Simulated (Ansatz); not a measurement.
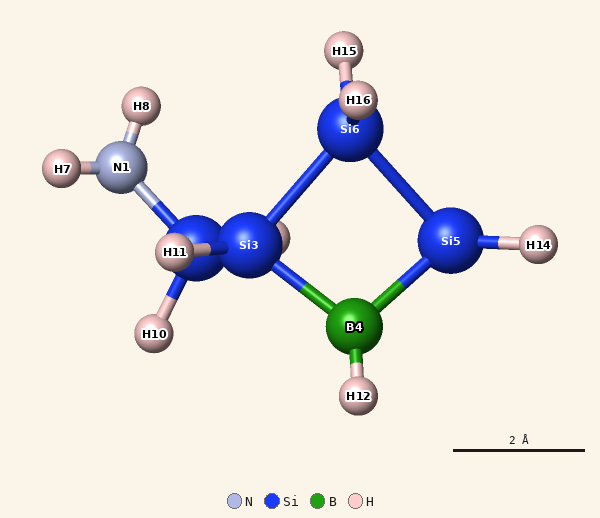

*The input geometry (ball-and-stick view, seen at a tilt; atoms are numbered from 1 in the order of the input).*

# BSi$_{4}$NH$_{10}$: nudged elastic band

BSi$_{4}$NH$_{10}$, SMILES N[SiH2][SiH]1B[SiH2][SiH2]1, computed with RHF/6-31G* (Ansatz 0.2.0).

It belongs to a series of runs on one base structure; here: band between the two ends. Figures and captions count atoms from 1; the log counts them from 0 in places.

**Input file**
```yaml
crystal:
  periodic: [false, false, false]
  atoms:
    - { symbol: "N", position_ang: [-2.128123, -2.26782, -0.679244] }
    - { symbol: Si, position_ang: [-0.482091, -1.76066, -0.844497] }
    - { symbol: Si, position_ang: [0.339258, -0.442324, 0.95025] }
    - { symbol: B, position_ang: [2.157157, 0.428404, 0.549342] }
    - { symbol: Si, position_ang: [1.453352, 2.130399, -0.367311] }
    - { symbol: Si, position_ang: [-0.540676, 1.76684, 0.861613] }
    - { symbol: H, position_ang: [-2.383324, -2.936918, 0.01653] }
    - { symbol: H, position_ang: [-2.86941, -1.618084, -0.8376] }
    - { symbol: H, position_ang: [-0.379747, -0.975671, -2.091141] }
    - { symbol: H, position_ang: [0.357843, -2.971312, -0.956432] }
    - { symbol: H, position_ang: [0.198316, -1.206063, 2.21565] }
    - { symbol: H, position_ang: [3.24803, 0.134349, 0.91314] }
    - { symbol: H, position_ang: [1.202868, 1.841342, -1.800656] }
    - { symbol: H, position_ang: [2.194006, 3.406152, -0.264233] }
    - { symbol: H, position_ang: [-1.846873, 1.995052, 0.205484] }
    - { symbol: H, position_ang: [-0.543487, 2.453714, 2.173305] }
basis:
  gaussian: { orbitals: "6-31G*" }
hamiltonian:
  xc: hf
neb:
  order_check: false
  images: 5
  f_tol: 0.03
  max_iterations: 60
  initial_path: idpp
  final_atoms:
    - { symbol: "N", position_ang: [-2.17696492, -2.07972154, -0.57448161] }
    - { symbol: Si, position_ang: [-0.50393406, -1.72582127, -0.84276767] }
    - { symbol: Si, position_ang: [0.31998291, -0.43070157, 0.95290743] }
    - { symbol: B, position_ang: [2.1482048, 0.40926669, 0.52262714] }
    - { symbol: Si, position_ang: [1.45450435, 2.13915531, -0.35146024] }
    - { symbol: Si, position_ang: [-0.52691207, 1.78928088, 0.90320321] }
    - { symbol: H, position_ang: [-2.48350923, -2.44706896, 0.30163112] }
    - { symbol: H, position_ang: [-2.7333656, -2.43838362, -1.32264341] }
    - { symbol: H, position_ang: [-0.40701013, -0.9748415, -2.11099317] }
    - { symbol: H, position_ang: [0.36236806, -2.92239179, -0.99440614] }
    - { symbol: H, position_ang: [0.19282851, -1.21441349, 2.20759069] }
    - { symbol: H, position_ang: [3.2417632, 0.08702323, 0.85545571] }
    - { symbol: H, position_ang: [1.18320731, 1.88197659, -1.78696896] }
    - { symbol: H, position_ang: [2.22125407, 3.39859312, -0.2329038] }
    - { symbol: H, position_ang: [-1.84175804, 2.05923788, 0.28753982] }
    - { symbol: H, position_ang: [-0.47356017, 2.44621003, 2.22986987] }
```

Command:
```bash
ansatz run input.yaml --threads 2 --pin off --max-ram 3072MiB --backend cpu --events-out ev --progress --plain --runs-dir out
```

**What the program printed**
```
Engine: ansatz 0.2.0, aarch64-unknown-linux-gnu
Functional definition: HF
  exchange = exact_x
  correlation = 0
1362 factors; integrals over basis functions are off by at most 6.8e-4 eV
mean field evaluation 1: about -33754.2626 eV, gradient 3.3e1 eV
mean field evaluation 2: about -33754.3660 eV, gradient 3.3e1 eV
mean field evaluation 4: about -33757.8953 eV, gradient 4.2e0 eV
mean field evaluation 8: about -33757.9878 eV, gradient 2.0e-1 eV
mean field -33757.98830002 eV, -1240.5831880395 hartree, gradient 1.2e-5 eV, S^2 0.000000; 0 other end points of the search recorded, 0 dependent functions left out
the calculation of the forces begins
reference -33757.98830002 eV, -1240.5831880395 hartree; 39, 39 occupied and 87, 87 virtual orbitals, 1362 factors
1362 factors; integrals over basis functions are off by at most 6.7e-4 eV
mean field evaluation 16: about -33757.9149 eV, gradient 4.1e0 eV
mean field -33758.00539742 eV, -1240.5838163574 hartree, gradient 2.5e-5 eV, S^2 0.000000; 0 other end points of the search recorded, 0 dependent functions left out
[... from here on the field's lines of each further geometry are left out, up to the last ...]
NEB iter   1: max|band force component| = 4.335e-1 eV/Å  barrier→ = 0.0247 eV  barrier← = 0.0418 eV  CI = image 3  Δτ_max = 0.0931 Å  (252 SCF iters)
NEB iter   2: max|band force component| = 2.411e-1 eV/Å  barrier→ = 0.0205 eV  barrier← = 0.0376 eV  CI = image 3  Δτ_max = 0.0572 Å  (175 SCF iters)
NEB iter   3: max|band force component| = 1.474e-1 eV/Å  barrier→ = 0.0115 eV  barrier← = 0.0286 eV  CI = image 3  Δτ_max = 0.0125 Å  (171 SCF iters)
NEB iter   4: max|band force component| = 1.036e-1 eV/Å  barrier→ = 0.0099 eV  barrier← = 0.0270 eV  CI = image 3  Δτ_max = 0.0468 Å  (145 SCF iters)
NEB iter   5: max|band force component| = 6.697e-2 eV/Å  barrier→ = 0.0084 eV  barrier← = 0.0255 eV  CI = image 3  Δτ_max = 0.0085 Å  (173 SCF iters)
NEB iter   6: max|band force component| = 3.327e-2 eV/Å  barrier→ = 0.0082 eV  barrier← = 0.0253 eV  CI = image 3  Δτ_max = 0.0257 Å  (140 SCF iters)
the calculation of the forces begins
reference -33758.00234242 eV, -1240.5837040882 hartree; 39, 39 occupied and 87, 87 virtual orbitals, 1362 factors
1362 factors; integrals over basis functions are off by at most 6.7e-4 eV
mean field -33757.98027643 eV, -1240.5828931780 hartree, gradient 2.5e-5 eV, S^2 0.000000; 1 other end points of the search recorded, 0 dependent functions left out
the calculation of the forces begins
reference -33757.98027643 eV, -1240.5828931780 hartree; 39, 39 occupied and 87, 87 virtual orbitals, 1362 factors
NEB iter   7: max|band force component| = 1.545e-2 eV/Å  barrier→ = 0.0080 eV  barrier← = 0.0251 eV  CI = image 3  Δτ_max = 0.0000 Å  (330 SCF iters)
```

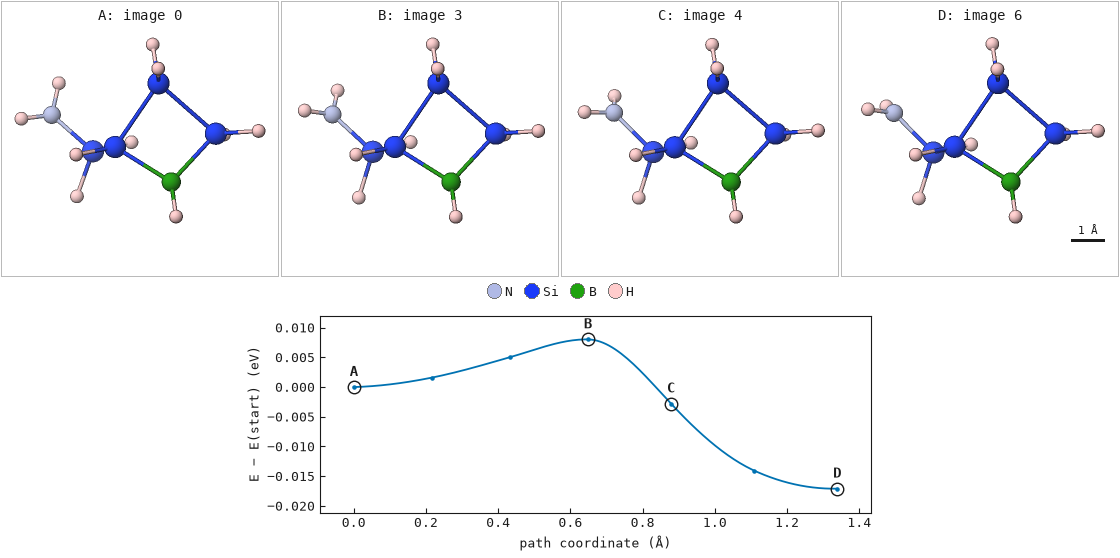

*Images of the last band (counted from 0; ball-and-stick, seen at a tilt) above the energy along the path; the line is a cubic interpolation that uses the forces.*

The highest image is number 3, 0.008 eV above the start and 0.025 eV above the end (the climbing image); the end lies 0.017 eV below the start. The path is 1.34 Å long. The band converged in 7 iterations.

```
Total energy: -33757.98027643 eV, -1240.5828931780 hartree
Atom 0 at    -2.145202    -2.203062    -0.627346 Å, force     0.009630     0.005919    -0.014210 eV/Å
Atom 1 at    -0.497556    -1.750365    -0.851318 Å, force    -0.007153    -0.002026     0.008650 eV/Å
Atom 2 at     0.351682    -0.463440     0.947044 Å, force     0.003983     0.003129     0.001665 eV/Å
Atom 3 at     2.169892     0.400097     0.526532 Å, force     0.005377    -0.003885     0.001949 eV/Å
Atom 4 at     1.461821     2.131615    -0.330999 Å, force    -0.005937    -0.000124    -0.001220 eV/Å
Atom 5 at    -0.515836     1.750442     0.920201 Å, force    -0.001852    -0.003247    -0.002060 eV/Å
Atom 6 at    -2.499959    -2.645179     0.191850 Å, force     0.000444     0.002519    -0.000632 eV/Å
Atom 7 at    -2.866938    -1.883210    -1.234779 Å, force    -0.004871    -0.006374     0.006052 eV/Å
Atom 8 at    -0.449048    -0.957197    -2.096405 Å, force    -0.002091     0.000174    -0.003128 eV/Å
Atom 9 at     0.382735    -2.928684    -1.025006 Å, force    -0.000812     0.002715    -0.000378 eV/Å
Atom 10 at     0.233654    -1.251573     2.200219 Å, force     0.000099     0.001620     0.001437 eV/Å
Atom 11 at     3.266458     0.085322     0.854948 Å, force     0.001473     0.000414    -0.000290 eV/Å
Atom 12 at     1.187569     1.884477    -1.768005 Å, force     0.001072    -0.000768     0.000077 eV/Å
Atom 13 at     2.215137     3.398196    -0.205326 Å, force     0.001332    -0.001082     0.001203 eV/Å
Atom 14 at    -1.830258     2.006287     0.293652 Å, force    -0.000370     0.000164     0.000578 eV/Å
Atom 15 at    -0.487052     2.403675     2.248936 Å, force    -0.000324     0.000852     0.000306 eV/Å
Dipole moment:    -0.216994    -0.119779     0.029529 e Å
this run last wrote the band of iteration 7 to [file]
```

**The last band as extended XYZ (Å, eV, eV/Å)**
```
16
Properties=species:S:1:pos:R:3:forces:R:3 image=0 energy=-33757.98830
N    -2.1281   -2.2678   -0.6792    0.0062  -0.0005   0.0015
Si   -0.4821   -1.7607   -0.8445   -0.0003   0.0013  -0.0001
Si    0.3393   -0.4423    0.9503    0.0010  -0.0004   0.0023
B     2.1572    0.4284    0.5493   -0.0074   0.0015   0.0000
Si    1.4534    2.1304   -0.3673    0.0012  -0.0003  -0.0037
Si   -0.5407    1.7668    0.8616    0.0007   0.0017   0.0001
H    -2.3833   -2.9369    0.0165    0.0000   0.0027  -0.0041
H    -2.8694   -1.6181   -0.8376   -0.0057  -0.0021   0.0026
H    -0.3797   -0.9757   -2.0911    0.0006  -0.0005  -0.0009
H     0.3578   -2.9713   -0.9564   -0.0013  -0.0003   0.0010
H     0.1983   -1.2061    2.2157   -0.0007  -0.0004  -0.0002
H     3.2480    0.1343    0.9131    0.0065  -0.0023   0.0016
H     1.2029    1.8413   -1.8007   -0.0008   0.0008  -0.0007
H     2.1940    3.4062   -0.2642    0.0013   0.0014   0.0011
H    -1.8469    1.9951    0.2055   -0.0004  -0.0010   0.0004
H    -0.5435    2.4537    2.1733   -0.0008  -0.0017  -0.0009
16
Properties=species:S:1:pos:R:3:forces:R:3 image=1 energy=-33757.98671
N    -2.1289   -2.2702   -0.6786    0.0027   0.0038  -0.0041
Si   -0.4828   -1.7662   -0.8473   -0.0006  -0.0028   0.0008
Si    0.3421   -0.4499    0.9465    0.0010   0.0027   0.0016
B     2.1593    0.4202    0.5387    0.0011  -0.0015   0.0004
Si    1.4524    2.1343   -0.3533   -0.0029   0.0016   0.0005
Si   -0.5351    1.7606    0.8837   -0.0001  -0.0017  -0.0013
H    -2.4206   -2.8339    0.0917    0.0023  -0.0062  -0.0031
H    -2.8663   -1.6712   -0.9843   -0.0017   0.0052   0.0078
H    -0.4009   -0.9819   -2.0959    0.0007  -0.0001  -0.0009
H     0.3768   -2.9628   -0.9680   -0.0023  -0.0002   0.0005
H     0.2114   -1.2212    2.2087   -0.0013  -0.0001  -0.0002
H     3.2532    0.1180    0.8872    0.0002   0.0001   0.0000
H     1.1918    1.8635   -1.7885    0.0012  -0.0009  -0.0003
H     2.1969    3.4070   -0.2395    0.0003  -0.0001  -0.0002
H    -1.8451    1.9993    0.2395    0.0000  -0.0005  -0.0008
H    -0.5272    2.4317    2.2035   -0.0006   0.0007  -0.0006
16
Properties=species:S:1:pos:R:3:forces:R:3 image=2 energy=-33757.98328
N    -2.1326   -2.2601   -0.6633    0.0034   0.0059  -0.0120
Si   -0.4879   -1.7638   -0.8504   -0.0009  -0.0071   0.0017
Si    0.3458   -0.4573    0.9449   -0.0003   0.0036   0.0025
B     2.1633    0.4105    0.5313    0.0011  -0.0027   0.0004
Si    1.4550    2.1341   -0.3410   -0.0045   0.0025   0.0001
Si   -0.5271    1.7549    0.9033    0.0005  -0.0021  -0.0017
H    -2.4598   -2.7256    0.1559    0.0018  -0.0075  -0.0010
H    -2.8651   -1.7579   -1.1172    0.0014   0.0085   0.0138
H    -0.4280   -0.9753   -2.0977   -0.0004  -0.0006  -0.0017
H     0.3900   -2.9455   -0.9939   -0.0003  -0.0001   0.0004
H     0.2231   -1.2365    2.2032   -0.0022   0.0003  -0.0006
H     3.2588    0.1016    0.8690   -0.0003   0.0000  -0.0003
H     1.1865    1.8766   -1.7773    0.0012  -0.0012  -0.0004
H     2.2035    3.4039   -0.2203    0.0005  -0.0002  -0.0001
H    -1.8398    2.0030    0.2689   -0.0001  -0.0004  -0.0006
H    -0.5085    2.4148    2.2288   -0.0009   0.0009  -0.0005
16
Properties=species:S:1:pos:R:3:forces:R:3 image=3 energy=-33757.98028
N    -2.1452   -2.2031   -0.6273    0.0096   0.0059  -0.0142
Si   -0.4976   -1.7504   -0.8513   -0.0072  -0.0020   0.0086
Si    0.3517   -0.4634    0.9470    0.0040   0.0031   0.0017
B     2.1699    0.4001    0.5265    0.0054  -0.0039   0.0019
Si    1.4618    2.1316   -0.3310   -0.0059  -0.0001  -0.0012
Si   -0.5158    1.7504    0.9202   -0.0019  -0.0032  -0.0021
H    -2.5000   -2.6452    0.1918    0.0004   0.0025  -0.0006
H    -2.8669   -1.8832   -1.2348   -0.0049  -0.0064   0.0061
H    -0.4490   -0.9572   -2.0964   -0.0021   0.0002  -0.0031
H     0.3827   -2.9287   -1.0250   -0.0008   0.0027  -0.0004
H     0.2337   -1.2516    2.2002    0.0001   0.0016   0.0014
H     3.2665    0.0853    0.8549    0.0015   0.0004  -0.0003
H     1.1876    1.8845   -1.7680    0.0011  -0.0008   0.0001
H     2.2151    3.3982   -0.2053    0.0013  -0.0011   0.0012
H    -1.8303    2.0063    0.2937   -0.0004   0.0002   0.0006
H    -0.4871    2.4037    2.2489   -0.0003   0.0009   0.0003
16
Properties=species:S:1:pos:R:3:forces:R:3 image=4 energy=-33757.99107
N    -2.1824   -2.0791   -0.5791   -0.0026   0.0425   0.0017
Si   -0.5163   -1.7207   -0.8520   -0.0111   0.0043   0.0064
Si    0.3575   -0.4666    0.9514    0.0012   0.0005   0.0056
B     2.1778    0.3894    0.5250    0.0044   0.0006   0.0006
Si    1.4712    2.1273   -0.3222   -0.0043   0.0017  -0.0013
Si   -0.5047    1.7485    0.9334    0.0028  -0.0035   0.0019
H    -2.5032   -2.6359    0.1829    0.0000   0.0016   0.0040
H    -2.8512   -2.0299   -1.3166    0.0091  -0.0540  -0.0176
H    -0.4590   -0.9276   -2.0967   -0.0009   0.0068  -0.0006
H     0.3337   -2.9204   -1.0530   -0.0116   0.0016  -0.0046
H     0.2396   -1.2656    2.1974    0.0024  -0.0006   0.0014
H     3.2746    0.0704    0.8486    0.0024  -0.0004  -0.0011
H     1.1940    1.8891   -1.7601    0.0024  -0.0009   0.0000
H     2.2309    3.3897   -0.1915    0.0022  -0.0010   0.0011
H    -1.8193    2.0118    0.3123    0.0016  -0.0017   0.0017
H    -0.4661    2.3969    2.2644    0.0021   0.0026   0.0006
16
Properties=species:S:1:pos:R:3:forces:R:3 image=5 energy=-33758.00234
N    -2.2083   -2.0320   -0.5913    0.0027   0.0084  -0.0088
Si   -0.5335   -1.6965   -0.8693   -0.0044   0.0016   0.0016
Si    0.3447   -0.4689    0.9483    0.0011   0.0005   0.0043
B     2.1722    0.3730    0.5198    0.0000  -0.0015   0.0008
Si    1.4787    2.1250   -0.3092   -0.0030   0.0006  -0.0018
Si   -0.4950    1.7545    0.9526    0.0005  -0.0004   0.0013
H    -2.5063   -2.5441    0.2120    0.0007   0.0113   0.0073
H    -2.8143   -2.1998   -1.3669    0.0014  -0.0244  -0.0026
H    -0.4602   -0.8978   -2.1095    0.0018   0.0033  -0.0013
H     0.3077   -2.9013   -1.0827   -0.0018   0.0014  -0.0026
H     0.2272   -1.2815    2.1853   -0.0023  -0.0010  -0.0012
H     3.2667    0.0411    0.8382   -0.0010  -0.0014  -0.0017
H     1.1961    1.9031   -1.7484    0.0001   0.0003   0.0005
H     2.2516    3.3781   -0.1676    0.0015  -0.0010   0.0008
H    -1.8108    2.0351    0.3434    0.0008   0.0008   0.0023
H    -0.4394    2.3893    2.2896    0.0018   0.0014   0.0011
16
Properties=species:S:1:pos:R:3:forces:R:3 image=6 energy=-33758.00540
N    -2.2015   -2.0434   -0.6099    0.0053   0.0073  -0.0054
Si   -0.5261   -1.7012   -0.8784   -0.0021  -0.0005   0.0049
Si    0.3199   -0.4551    0.9415    0.0027  -0.0021   0.0030
B     2.1548    0.3750    0.5211    0.0110  -0.0010   0.0039
Si    1.4754    2.1311   -0.3109   -0.0016   0.0021  -0.0051
Si   -0.5037    1.7742    0.9453   -0.0001   0.0034   0.0017
H    -2.5078   -2.4270    0.2594   -0.0025  -0.0030   0.0014
H    -2.7652   -2.3795   -1.3631   -0.0033  -0.0016   0.0016
H    -0.4271   -0.9232   -2.1301    0.0000  -0.0001  -0.0007
H     0.3268   -2.9031   -1.0608    0.0024  -0.0001  -0.0012
H     0.1903   -1.2652    2.1791    0.0004  -0.0004  -0.0013
H     3.2465    0.0340    0.8413   -0.0135   0.0026  -0.0038
H     1.1947    1.9089   -1.7505    0.0022   0.0007   0.0026
H     2.2560    3.3795   -0.1682   -0.0016  -0.0040  -0.0004
H    -1.8185    2.0716    0.3423    0.0023  -0.0016   0.0004
H    -0.4372    2.4008    2.2860   -0.0015  -0.0017  -0.0015
```

**Results in brief**

```csv
quantity,value
outcome,converged
"barrier, forward",0.008 eV
"barrier, backward",0.025 eV
hardware,"2 threads of Arm Neoverse V1, 24 GiB of memory available, shared host"
wall time,2.2 min (CPU time 4.3 min)
peak memory,0.33 GiB
```

**Notes**

The order of the saddle point was not checked.
